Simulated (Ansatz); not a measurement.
The reference is Ag in the fcc (Cu type) structure (space group Fm-3m, No. 225; a = 4.0538 Å; relaxed with 0.1 eV smearing).

Structures relaxed with PBEsol in Ansatz (plane waves to 420 eV, PAW, no spin-orbit coupling).

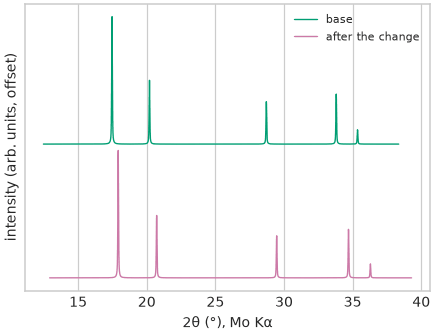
Figure: Simulated powder patterns before (top) and after one change

Q: Which of these changes matches the shifts?
A) isotropic strain −0.50 %
B) isotropic strain −2.50 %
C) isotropic strain +3.00 %

A: B, isotropic strain −2.50 %. Its volume per atom is 15.44 Å³ against 16.65 Å³, and its space group is Fm-3m (No. 225).

Stability against distortions was not tested.

Ansatz is a quantum-chemistry and plane-wave program.
